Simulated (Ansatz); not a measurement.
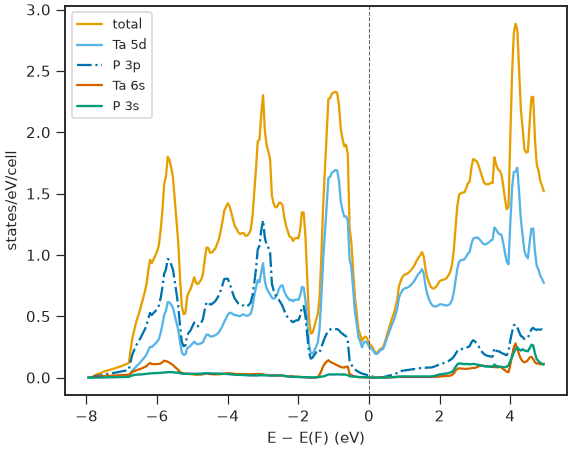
*Total and projected density of states of TaP in space group P-6m2 (No. 187; Ta on 1e, P on 1b), PBEsol (plane waves, PAW; program Ansatz)*

Q: Which orbitals carry the states next to the Fermi level?

A: Within 0.5 eV of the Fermi level: Ta 5d 87 %, P 3p 7 %. Projections are on Löwdin-orthogonalised atomic valence shells; empty p or d shells of many metals are not among them.

Q: Where is the tallest occupied peak in this window, and what makes it?

A: Near -0.9 eV, about 2.3 states/eV per cell; the largest projected share is Ta 5d.

The first step of the workflow began from a Materials Project structure, measured or hypothetical; the Crystallography Open Database copy checked does not list it. COD files the formula under space group No. 141. Whether it is the stable phase at ambient conditions was not checked. The cell was relaxed with PBEsol under the symmetry of its start; its stability against distortions is not shown here. No spin polarisation was allowed. Scalar-relativistic: spin–orbit coupling is off unless named, which matters more the heavier the elements.

Potentials: the earlier of the program's two PAW sets. The files were generated under PBE; for other functionals the program regenerates the frozen cores, and for LDA and PBEsol the local potential too.
